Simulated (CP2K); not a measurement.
Consider 2-methylpyridine at its PBE geometry (Å).

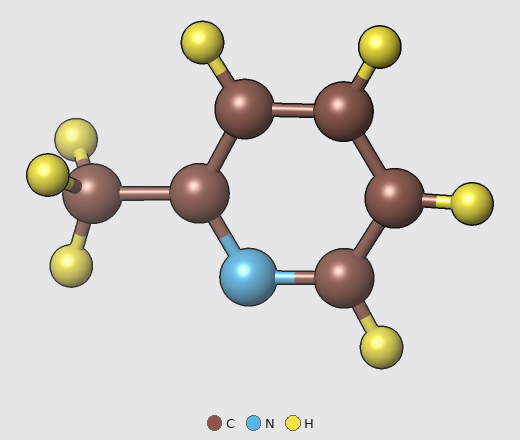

The molecule (carbon brown, nitrogen blue, hydrogen yellow).

```xyz
14

C     2.2131   -0.2547    0.1563
C     0.7125   -0.1672    0.0532
C     0.0600    1.0776    0.0167
C    -1.3278    1.1206   -0.0873
C    -2.0345   -0.0830   -0.1494
C    -1.3068   -1.2725   -0.1033
N     0.0345   -1.3320   -0.0062
H     2.6978    0.2580   -0.6875
H     2.5771    0.2225    1.0778
H     2.5232   -1.3050    0.1560
H     0.6423    1.9979    0.0702
H    -1.8506    2.0768   -0.1188
H    -3.1206   -0.1023   -0.2313
H    -1.8200   -2.2367   -0.1463
```

Method: CP2K XAS_TDP, all-electron GAPW, PBEh(45%), aug-cc-pVDZ, TDA, GW2X-corrected core level, no relativity.

Q: Predict the bright core excitations at the N K edge.

Leading lines: N7 399.58 eV. The leading line of an atom is its first one with 35 % of the strongest within 2.5 eV of its lowest line over the strength cut. Core ionisation energies at this level: N7 405.12 eV.

The first six lines of each atom with a strength over 0.0015:

| atom | energy (eV) | states | strength, one atom | above the computed threshold |
| --- | --- | --- | --- | --- |
| N7 (bonded to 2 C) | 399.58 | 1 | 0.0499 |  |
|  | 404.34 | 1 | 0.0023 |  |
|  | 405.44 | 1 | 0.0028 | yes |
|  | 406.01 | 1 | 0.0017 | yes |
|  | 406.40 | 1 | 0.0028 | yes |
|  | 406.55 | 1 | 0.0033 | yes |

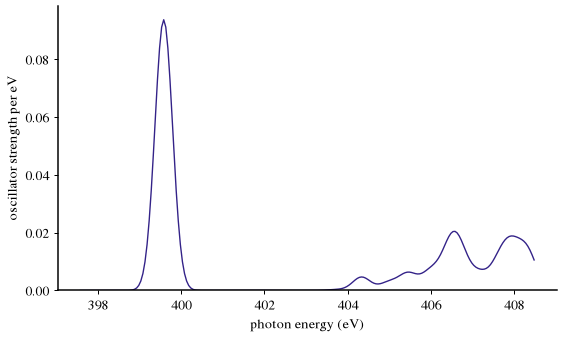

All atoms added, broadened by 0.5 eV.

Lines are vertical, at one geometry, with no vibrational structure. GW2X ionisation energies and lines can be off by 1 to 2 eV either way, and a good line position may hide errors that cancel. These values hold no scalar relativity, about 0.2 eV for N 1s. Rydberg lines, and the discretised continuum above threshold, depend on the basis and the box.

[Banner, clock and machine lines of the logs are left out without a mark of their own.]

[Logs are printed without paths, hosts, clocks, repeated set-up lines and the standing remarks that a program may print on its own settings, such as how far it seeks lower states.]

[Hosts, paths, dates, database ids (printed as entryN), source tags and the programs' standing remarks are cut or masked in the printed files.]
